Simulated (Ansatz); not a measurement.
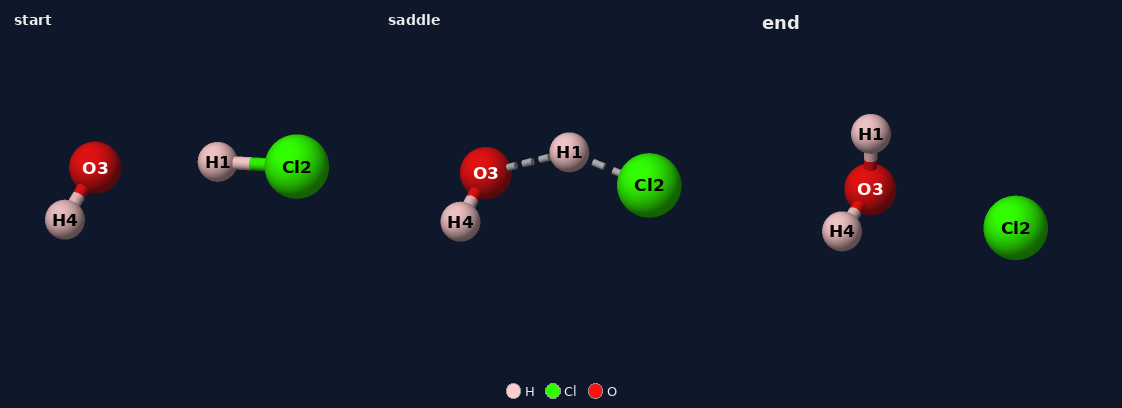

A saddle point and the two end points reached downhill from it. Broken sticks mark bonds that form or break. State: neutral, doublet. Geometries: PBE0-D4/def2-TZVP; all other levels are single points on them, and energies count from the start as drawn. Program: Ansatz 0.2.0. In CBS estimates cores are frozen, and CCSD(T) − MP2 is taken in the smaller basis.

**Which bonds form and which break from start to end?**

Formed: H1–O3; broken: H1–Cl2. At the saddle point H1···O3 is 1.46 Å, H1···Cl2 is 1.35 Å.

Give the electronic barrier and the reaction energy from start to end in eV (no zero-point energy) with CCSD(T)/CBS (MP2 limit from def2-TZVPP and def2-QZVPP plus CCSD(T) − MP2); UHF-CCSD(T) (frozen core)/def2-TZVPP; B97M-V/def2-TZVPP; B2PLYP (frozen core)/def2-TZVPP; UHF-CCSD(T) (frozen core)/def2-SVP; UHF-MP2 (frozen core)/def2-QZVPP; PBE-D4/def2-SVP.

```csv
level,barrier,reaction energy
CCSD(T)/CBS (MP2 limit from def2-TZVPP and def2-QZVPP plus CCSD(T) − MP2),0.211,−0.802
UHF-CCSD(T) (frozen core)/def2-TZVPP,0.237,−0.733
B97M-V/def2-TZVPP,0.073,−0.806
B2PLYP (frozen core)/def2-TZVPP,0.161,−0.835
UHF-CCSD(T) (frozen core)/def2-SVP,0.295,−0.708
UHF-MP2 (frozen core)/def2-QZVPP,0.265,−0.883
PBE-D4/def2-SVP,−0.214,−1.052
```

Where the saddle lies below an end point, that level has no barrier at this geometry, which was found with another level.
